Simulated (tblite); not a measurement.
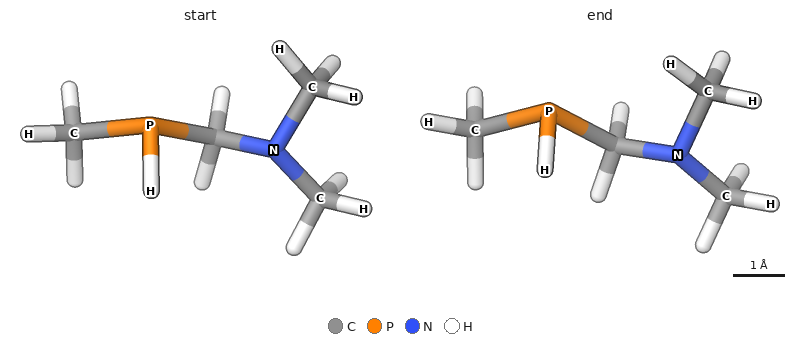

The structure of C4H12NP before (left) and after (right) a relaxation, at one scale.

The picture is a stick view, seen at a tilt.

Theory: tblite 0.8.0, GFN2-xTB geometry optimisation, gas phase. 

### Summarise the run.

An H atom moves most after the best rigid fit: 0.48 Å. Largest moves by element: H 0.48 Å, P 0.28 Å, C 0.21 Å, N 0.14 Å. Some distances before and after: C–P 1.830 → 1.867 Å, C–N 1.478 → 1.445 Å, C–H 1.090 → 1.109 Å, C–H 1.106 → 1.090 Å. Bond angles that change, for instance: P–C–N 99.1° → 110.4°, P–C–H 114.8° → 108.2°, C–P–H 97.8° → 94.3°. Groups turn about C–N by about 20°. The energy falls by 4.54 kcal/mol in 91 geometry steps.
